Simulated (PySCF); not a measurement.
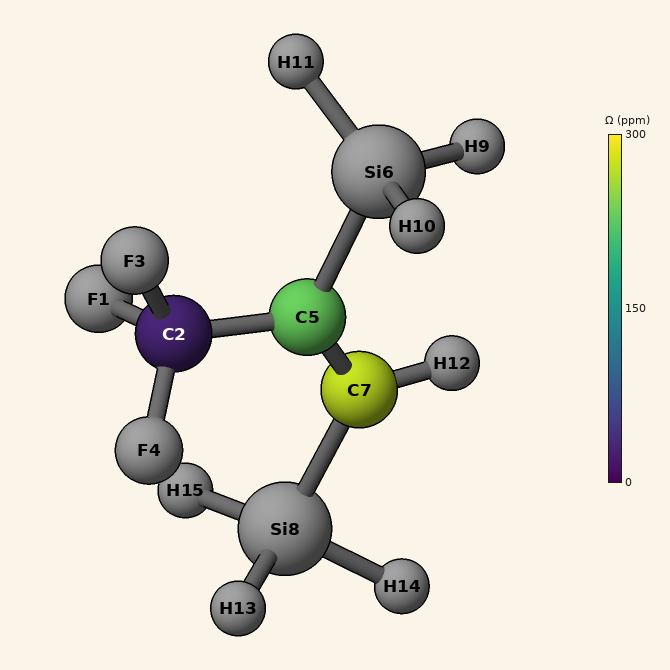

The C atoms are coloured by the span of their shielding tensor. Geometry: a frame of a GFN2-xTB molecular-dynamics simulation, not a minimum. Properties computed with GIAO PBE0/pcSseg-1 NMR shielding, non-relativistic, gas phase (PySCF 2.14.0). Principal shieldings σ11 ≤ σ22 ≤ σ33, span Ω = σ33 − σ11, skew κ = 3(σiso − σ22)/Ω.

Which C atom has the most anisotropic shielding?

Answer. C7, with a span of 272 ppm.

Give the shielding tensors of the C atoms.

```
atom    σ11   σ22    σ33  σiso      Ω     κ
  C2   36.1  47.4   66.9  50.1   30.9  0.26
  C5  −90.0  11.5  140.2  20.6  230.3  0.12
  C7  −99.4  28.9  172.5  34.0  271.9  0.06
```

Shieldings and span in ppm.
